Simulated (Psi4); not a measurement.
## SiNH₂Cl: geometry relaxation (part 4 of 4)

The same run, continued: SiNH₂Cl; r2SCAN/6-31G*, RKS (Psi4 1.11). The geometry comes from this level: PBE0-D4/def2-TZVP.

Geometry of the input (Å):
```
N  -0.1482  0.5834  -0.2339
Si -0.1162  -0.3418  1.1926
Cl 0.6490  -2.1245  0.3773
H  -0.4733  1.5386  -0.2274
H  0.1386  0.2706  -1.1500
```

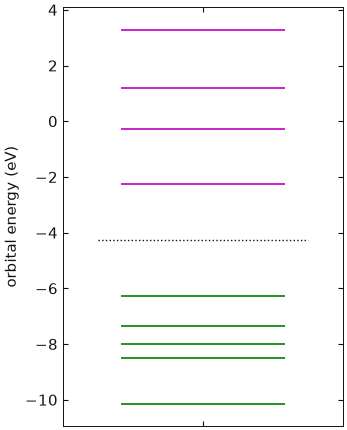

Figure 1. Orbital energies near the frontier; the dotted line parts filled from empty levels, and levels within 0.02 eV of each other stand side by side. Highest filled −6.29 eV, lowest empty −2.24 eV, 4.05 eV apart.

Summary

```json
{"quantity": "outcome", "value": "converged"}
{"quantity": "total energy", "value": "−805.572349 hartree"}
{"quantity": "basis functions", "value": "57"}
{"quantity": "HOMO", "value": "−6.29 eV"}
{"quantity": "LUMO", "value": "−2.24 eV"}
{"quantity": "dipole moment", "value": "3.31 D"}
{"quantity": "hardware", "value": "1 thread of Intel Xeon @ 2.50GHz (Skylake/Cascade Lake), 16 GiB of memory available, shared host"}
{"quantity": "wall time", "value": "28 s"}
{"quantity": "peak memory", "value": "0.64 GiB"}
```
